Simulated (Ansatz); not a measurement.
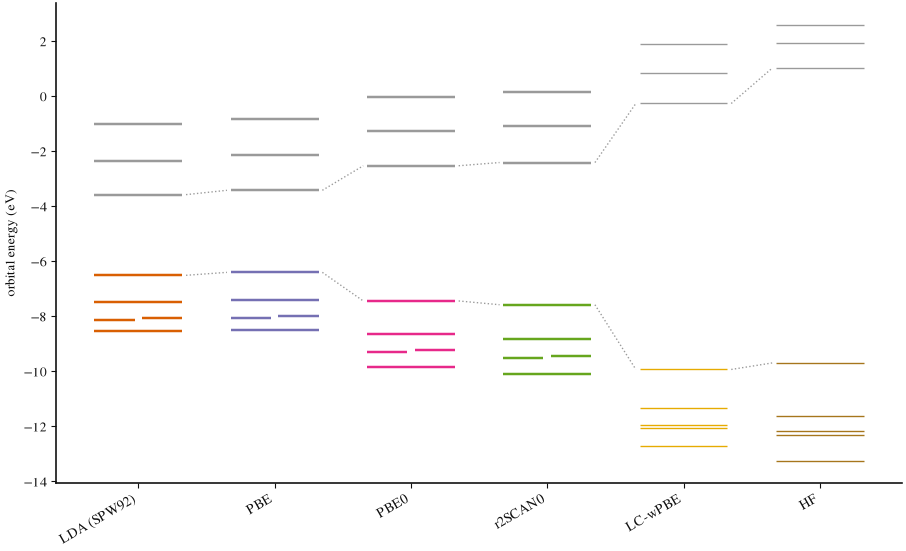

Frontier orbital energies of B₂SnSiH₈, SMILES B[B]([SiH3])[SnH3], singlet at one geometry, def2-TZVPP, the Ansatz code 0.2.0, at a PBE0-D4/def2-TZVP geometry (a minimum by its frequencies). Empty levels are grey, levels within 0.1 eV stand side by side; all columns show the same few orbitals around the gap. Dotted lines join the HOMOs and the LUMOs.

> How do the frontier levels move from column to column?

The separation grows from 2.93 eV (LDA (SPW92)) to 10.71 eV (HF).

```
      level  HOMO (eV)  LUMO (eV)  separation (eV)
LDA (SPW92)      −6.51      −3.58             2.93
        PBE      −6.41      −3.42             2.98
       PBE0      −7.45      −2.53             4.91
    r2SCAN0      −7.58      −2.42             5.17
    LC-wPBE      −9.94      −0.27             9.67
         HF      −9.70       1.01            10.71
```

Caveats, for all or some of the runs: core potentials past krypton; empty levels above zero depend strongly on the basis; spin-orbit coupling is left out, and with Sn it can shift these levels and split any degenerate set.
